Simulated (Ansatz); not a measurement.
```yaml
atoms:
  - { symbol: O, position_ang: [-0.3882, -0.1511, 1.4217] }
  - { symbol: S, position_ang: [0.0709, -0.0969, 0.0959] }
  - { symbol: O, position_ang: [1.1296, -0.8622, -0.4187] }
  - { symbol: F, position_ang: [-1.1409, -0.2676, -0.8374] }
  - { symbol: F, position_ang: [0.3286, 1.3778, -0.2614] }
```

Geometry: PBE0-D4/def2-TZVP.

Method: RKS PBE0-D4/def2-TZVPP (Ansatz).

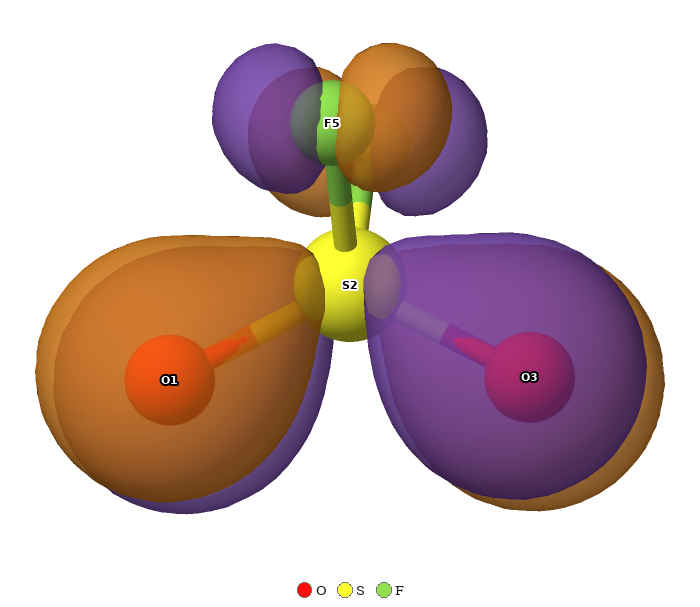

F$_{2}$O$_{2}$S (SMILES O=S(=O)(F)F). The HOMO−1 at ±0.1 Å⁻³ᐟ² (orange and purple are the two phases), seen across its widest extent.

### What is the character of this orbital?

It lies mainly on O1 (about 40 %), O3 (about 40 %) and S2 (about 15 %). Its energy is −11.03 eV.
